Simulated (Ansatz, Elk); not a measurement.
## How far do independent atoms describe ZnAs2Rh2?

The structure of ZnAs2Rh2 used here is made up (a known structure type with other elements) and was relaxed beforehand with PBE. The aim is the Fourier transform of its all-electron density, F(hkl), set beside the sum over free spherical atoms that refinements use.

Method: DFT, PBE, all-electron APW+lo, Dirac cores, scalar-relativistic bands, static density, no spin, in Elk 11.2.3 (patched build).

The structure was built from a prototype and need not be the compound's stable phase.

## (1) The starting structure

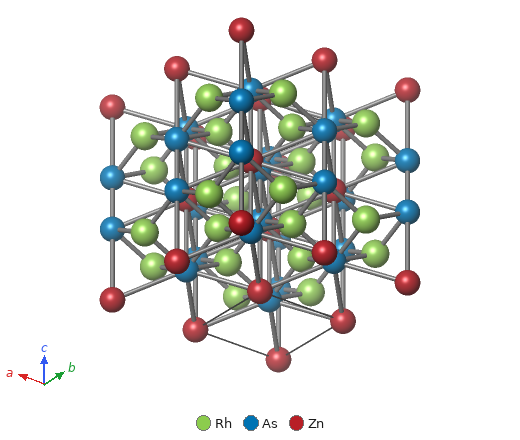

The cell as given, from a free direction (rhodium green, arsenic blue, zinc red). 2×2×1 cells are drawn. This picture shows the conventional cell, with its axes. Some periodic images of atoms are drawn too.

## (2) Ground state and structure factors

An all-electron density is needed, since X-rays see the cores too. Task 0 finds the density and task 195 Fourier-transforms it; tshift is off so that phases refer to the origin typed.

Contents of elk.in:

```
tasks
  0
  195

xctype
  20

spinpol
  .false.

rgkmax
  7.0

gmaxvr
  14.0

lmaxo
  7

lmaxapw
  8

swidth
  0.002

tshift
  .false.

ramdisk
  .false.

hmaxvr
  5.5

maxscl
  120

epspot
  1e-06

sppath
  './'

avec
  -4.15437743030 4.15437743030 8.58164892261
  4.15437743030 -4.15437743030 8.58164892261
  4.15437743030 4.15437743030 -8.58164892261

atoms
  3
  'Rh.in'
  2
  0.2500000000 0.7500000000 0.5000000000   0.000000 0.000000 0.000000
  0.7500000000 0.2500000000 0.5000000000   0.000000 0.000000 0.000000
  'As.in'
  2
  0.3665410710 0.3665410710 -0.0000000000   0.000000 0.000000 0.000000
  0.6334589290 0.6334589290 -0.0000000000   0.000000 0.000000 0.000000
  'Zn.in'
  1
  -0.0000000000 -0.0000000000 -0.0000000000   0.000000 0.000000 0.000000

ngridk
  7 7 7
```

Run with:

```sh
$ OMP_NUM_THREADS=4 elk
```

Numbers of over 12 decimals in the logs are rounded to 6 here.

What it wrote:

```text
┌─────────────────────────┐
│ Elk code version 11.2.3 │
└─────────────────────────┘

All units are atomic (Hartree, Bohr, etc.)

┌─────────────────────────────────────────────────┐
│ Ground-state run starting from atomic densities │
└─────────────────────────────────────────────────┘

Lattice vectors :
  -4.154377430       4.154377430       8.581648923
   4.154377430      -4.154377430       8.581648923
   4.154377430       4.154377430      -8.581648923

Reciprocal lattice vectors :
 -0.1670831992E-16  0.7562126230      0.3660826354
  0.7562126230     -0.1670831992E-16  0.3660826354
  0.7562126230      0.7562126230      0.1692650792E-16

Unit cell volume      :    592.4376290
Brillouin zone volume :   0.4186942242

Muffin-tin inner radius fraction :   0.1000000000E-01

Nuclei treated as point charges

Species : 1 (Rh)
 parameters loaded from : Rh.in
 name : rhodium
 nuclear charge    :   -45.00000000
 electronic charge :    45.00000000
 atomic mass :    187585.2511
 muffin-tin radius :    2.371632449
 number of radial points in muffin-tin :   1193
 inner part over the whole radius :   0.9930393513E-02
 number on inner part of muffin-tin    :    847
 approximate nuclear radius :   0.8524867730E-04
 number of mesh points to nuclear radius :    425
 atomic positions (lattice), magnetic fields (Cartesian) :
  1 :   0.25000000 -0.25000000  0.50000000    0.00000000  0.00000000  0.00000000
  2 :  -0.25000000  0.25000000  0.50000000    0.00000000  0.00000000  0.00000000

Species : 2 (As)
 parameters loaded from : As.in
 name : arsenic
 nuclear charge    :   -33.00000000
 electronic charge :    33.00000000
 atomic mass :    136573.7220
 muffin-tin radius :    2.189199183
 number of radial points in muffin-tin :    993
 inner part over the whole radius :   0.9972979083E-02
 number on inner part of muffin-tin    :    701
 approximate nuclear radius :   0.7712558785E-04
 number of mesh points to nuclear radius :    343
 atomic positions (lattice), magnetic fields (Cartesian) :
  1 :   0.36654107  0.36654107  0.00000000    0.00000000  0.00000000  0.00000000
  2 :  -0.36654107 -0.36654107  0.00000000    0.00000000  0.00000000  0.00000000

Species : 3 (Zn)
 parameters loaded from : Zn.in
 name : zinc
 nuclear charge    :   -30.00000000
 electronic charge :    30.00000000
 atomic mass :    119233.3130
 muffin-tin radius :    2.400000000
 number of radial points in muffin-tin :    993
 inner part over the whole radius :   0.9843840322E-02
 number on inner part of muffin-tin    :    701
 approximate nuclear radius :   0.7484757725E-04
 number of mesh points to nuclear radius :    337
 atomic positions (lattice), magnetic fields (Cartesian) :
  1 :   0.00000000  0.00000000  0.00000000    0.00000000  0.00000000  0.00000000

Total number of atoms per unit cell :    5
Total muffin-tin volume :    257.5563165
 ratio of muffin-tin to unit cell volume :   0.4347399691

Spin treatment :
 spin-unpolarised

Number of Bravais lattice symmetries :   16
Number of crystal symmetries         :   16
Crystal has inversion symmetry
Real symmetric eigensolver will be used

k-point grid :      7     7     7
k-point offset :    0.000000000       0.000000000       0.000000000
k-point set is reduced with full crystal symmetry group
Total number of k-points :       40

Muffin-tin radius times maximum |G+k| :    7.000000000
 using average radius
Maximum |G+k| for APW functions       :    3.037755852
Maximum (1/2)|G+k|²                   :    4.613980307
Maximum |G| for potential and density :    14.00000000
Constant for pseudocharge density :    8
 order of it for each species :   15  15  15
 order of it for pair densities of each species (exact exchange by exxq0 0: 16) :   10   8  11
Radial integration step length :    1

G-vector grid sizes :     48    48    48
Number of G-vectors :    27391

Maximum angular momentum used for
 APW functions            :    8
 outer part of muffin-tin :    7
 inner part of muffin-tin :    2

Total nuclear charge    :   -186.0000000
[...]
correlation                 :     -9.513097
 electron entropic           :    -0.12358230951911E-02
 total energy                :     -15890.275686242

Density of states at Fermi energy :    95.99799996
 (states/Hartree/unit cell)

Estimated indirect band gap :   0.1676149296E-02
 from k-point 2 to k-point 25
Estimated direct band gap   :   0.1014749270E-01
 at k-point 21

Charges :
 core                        :    104.0000000
 valence                     :    82.00000000
 interstitial                :    8.742972239
 muffin-tins (core leakage)
  species : 1 (Rh)
   atom 1                    :    43.37767981     ( -0.2239695469E-06)
[...]
species : 2 (As)
[...]
species : 3 (Zn)
[...]
total in muffin-tins        :    177.2570278
 total calculated charge     :    185.9988962
 total charge                :    186.0000000
 error                       :   0.1103773036E-02

RMS change in Kohn-Sham potential (target) :   0.1469917262     (  0.1000000000E-05)
Absolute change in total energy (target)   :   0.1779048551     (  0.1000000000E-03)

[... loops 3 to 15 left out ...]

┌──────────────────┐
│ Loop number : 16 │
└──────────────────┘

Energies :
 Fermi                       :     0.291181
 sum of occupied eigenvalues :     -9350.3223303197
 electron kinetic            :      16428.386884519
 core electron kinetic       :      15550.170016951
 Coulomb                     :     -31799.771681796
 Coulomb potential           :     -25104.649700096
 nuclear-nuclear             :     -1976.3264326290
 electron-nuclear            :     -34594.583433763
 Hartree                     :      4771.1381845953
 Madelung                    :     -19247.446831749
 xc potential                :     -674.05951474285
 exchange                    :     -507.93678313459
 correlation                 :     -9.512571
 electron entropic           :    -0.11387266119746E-02
 total energy                :     -15888.835289806

Density of states at Fermi energy :    86.17413853
 (states/Hartree/unit cell)

Estimated indirect band gap :   0.2261773181E-02
 from k-point 21 to k-point 25
Estimated direct band gap   :   0.6838346006E-02
 at k-point 13

Charges :
 core                        :    104.0000000
 valence                     :    82.00000000
 interstitial                :    8.456448403
 muffin-tins (core leakage)
  species : 1 (Rh)
[...]
species : 2 (As)
[...]
species : 3 (Zn)
[...]
total in muffin-tins        :    177.5435516
 total calculated charge     :    185.9989512
 total charge                :    186.0000000
 error                       :   0.1048832828E-02

RMS change in Kohn-Sham potential (target) :   0.1073350277E-06 (  0.1000000000E-05)
Absolute change in total energy (target)   :   0.3244837899E-04 (  0.1000000000E-03)

Convergence targets achieved

┌──────────────────┐
│ Loop number : 17 │
└──────────────────┘

Energies :
 Fermi                       :     0.291181
 sum of occupied eigenvalues :     -9350.3223338416
 electron kinetic            :      16428.386883725
 core electron kinetic       :      15550.170013784
 Coulomb                     :     -31799.771686353
 Coulomb potential           :     -25104.649696172
 nuclear-nuclear             :     -1976.3264326290
 electron-nuclear            :     -34594.583446889
 Hartree                     :      4771.1381931647
 Madelung                    :     -19247.446838267
 xc potential                :     -674.05952139407
 exchange                    :     -507.93678348176
 correlation                 :     -9.512571
 electron entropic           :    -0.11387266139495E-02
 total energy                :     -15888.835295499

Density of states at Fermi energy :    86.17413893
 (states/Hartree/unit cell)

Estimated indirect band gap :   0.2261775892E-02
 from k-point 21 to k-point 25
Estimated direct band gap   :   0.6838344551E-02
 at k-point 13

Charges :
 core                        :    104.0000000
 valence                     :    82.00000000
 interstitial                :    8.456447992
 muffin-tins (core leakage)
  species : 1 (Rh)
[...]
species : 2 (As)
   atom 1                    :    30.95388742     (  0.5154815425E-03)
   atom 2                    :    30.95388742     (  0.5154815425E-03)
  species : 3 (Zn)
   atom 1                    :    28.64900843     (  0.7925503645E-04)
 total in muffin-tins        :    177.5435520
 total calculated charge     :    185.9989512
 total charge                :    186.0000000
 error                       :   0.1048832815E-02

┌──────────────────────────────┐
│ Self-consistent loop stopped │
└──────────────────────────────┘

Warning : core states of species 2 leak from the muffin-tin :   0.5154815425E-03

Wrote STATE.OUT
```

Wall time 44 s (4 threads of Arm Neoverse V2, shared host); peak memory 0.23 GiB; 2.3 min of CPU time.

SFACRHO.OUT:

```text

h k l indices transformed by vhmat matrix:
   1.000000000       0.000000000       0.000000000    
   0.000000000       1.000000000       0.000000000    
   0.000000000       0.000000000       1.000000000    

      h      k      l  multipl.   |H|            Re(F)            Im(F)           |F|

      0      0      0      1   0.0000000       186.00000      0.95943575E-16   186.00000    
      1      1     -1      2  0.73216527      -61.618961     -0.45274353E-13   61.618961    
      0     -1      0      8  0.84016310      -12.395273     -0.16905765E-17   12.395273    
      1     -1      0      4   1.0694461       4.6403844      0.26353955E-16   4.6403844    
     -1     -1      0      8   1.2960637       91.206698     -0.45246847E-13   91.206698    
     -2     -1      1      8   1.3334189       66.608222      0.69670674E-17   66.608222    
     -2     -2      2      2   1.4643305       43.042139     -0.78030573E-13   43.042139    
     -1      1      1      4   1.5124252       142.11024     -0.10857549E-13   142.11024    
     -2      0      0      8   1.6803262      -48.694621      0.28708337E-13   48.694621    
      1     -2      0     16   1.7301168      -10.095569     -0.38763993E-18   10.095569    
     -2     -2      3      8   1.8132785      -88.298801      0.13777374E-12   88.298801    
     -3     -2      2      8   1.9804721       43.095248      0.29931755E-16   43.095248    
      0     -3      2     16   2.0162927       56.885551     -0.20645976E-14   56.885551    
     -1     -3      3      8   2.1051589       36.446465     -0.10173127E-12   36.446465    
      0      0     -2      4   2.1388923       123.10661      0.14343549E-13   123.10661    
     -3     -3      3      2   2.1964958      -24.980033      0.12747693E-12   24.980033    
      1      1     -3      8   2.2607358      -42.821111     -0.20555495E-13   42.821111    
      2     -1     -2      8   2.2979848      -9.4181226      0.40268512E-16   9.4181226
```

Elk indexes on the primitive cell of elk.in and gives |H| = 4π sin θ/λ in inverse bohr. Below, one row stands for each form hkl of the conventional cell (m members, Friedel mates merged), F is for one primitive cell and the density is static (no thermal factor). Free-atom factors are Waasmaier and Kirfel's, and R is Σm||F|−|F'||/Σm|F|.

```tsv
hkl	m	sin θ/λ (Å⁻¹)	abs F, DFT	neutral atoms	diff.
002	2	0.110	61.619	61.377	+0.242
101	8	0.126	12.395	12.241	+0.154
110	4	0.161	4.640	4.615	+0.026
112	8	0.195	91.207	91.620	-0.413
103	8	0.201	66.608	66.734	-0.125
004	2	0.220	43.042	43.627	-0.585
200	4	0.227	142.110	142.701	-0.591
202	8	0.253	48.695	49.003	-0.308
211	16	0.260	10.096	10.024	+0.072
114	8	0.273	88.299	88.618	-0.319
105	8	0.298	43.095	43.456	-0.361
213	16	0.303	56.886	57.307	-0.421
204	8	0.317	36.447	36.491	-0.045
220	4	0.322	123.107	123.388	-0.281
006	2	0.330	24.980	25.144	-0.164
222	8	0.340	42.821	42.826	-0.005
301	8	0.346	9.418	9.338	+0.081
310	8	0.360	4.294	4.578	-0.283
116	8	0.367	86.674	86.699	-0.025
215	16	0.375	38.490	38.526	-0.036
312	16	0.376	68.573	68.417	+0.155
303	8	0.379	50.902	51.020	-0.118
```

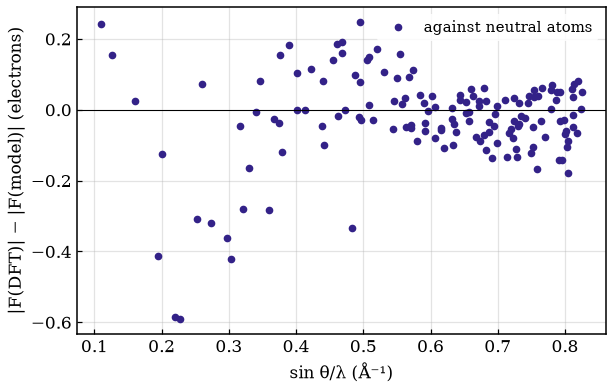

Difference between the calculated structure factors and the independent-atom ones.

## (3) The highest occupied states alone

An energy window below the Fermi level keeps the highest occupied states, to see at which angles they scatter; shallow core shells can lie inside it and anion s states outside. No new self-consistency is needed.

Edit elk.in of step 2 so:

```diff
@@ -1,3 +1,2 @@
 tasks
-  0
   195
@@ -40,2 +39,5 @@
 
+wsfac
+  -0.260060 0.591180
+
 sppath
```

Run with:

```sh
$ OMP_NUM_THREADS=4 elk
```

What it wrote:

```text
┌─────────────────────────────────┐
│ Elk code version 11.2.3 started │
└─────────────────────────────────┘

Info(readinput): the functional depends on the density's gradient
 muffin-tin radial points multiplied by    2.00000
 (not where nrmtscf is given)

┌────────────────────┐
│ Current task : 195 │
└────────────────────┘
Info(checkmt): changed muffin-tin radius of species 1 (Rh) from   2.6000 to   2.3716
Info(checkmt): changed muffin-tin radius of species 2 (As) from   2.4000 to   2.1892

Info(sfacrho): density structure factors written to SFACRHO.OUT

 Energy window :  -0.2600600000      0.5911800000

┌──────────────────┐
│ Elk code stopped │
└──────────────────┘
```

Elapsed: 10 s, on 4 threads; peak memory 0.16 GiB.

States within 15 eV below the Fermi level hold 40.00 electrons; any levels below the window count with the cores. Their amplitudes can exceed the total, where window and core parts have opposite phase:

```tsv
hkl	sin θ/λ (Å⁻¹)	abs F, window	abs F, all
002	0.110	3.716	61.619
101	0.126	6.155	12.395
110	0.161	2.331	4.640
112	0.195	14.578	91.207
103	0.201	8.854	66.608
004	0.220	11.544	43.042
200	0.227	13.074	142.110
202	0.253	2.241	48.695
211	0.260	6.012	10.096
114	0.273	2.470	88.299
```

[end of part 1 of 2]

[Logs are printed without paths, hosts, clocks, repeated set-up lines and the standing remarks that a program may print on its own settings, such as how far it seeks lower states.]

[Hosts, paths, dates, database ids (printed as entryN), source tags and the programs' standing remarks are cut or masked in the printed files.]
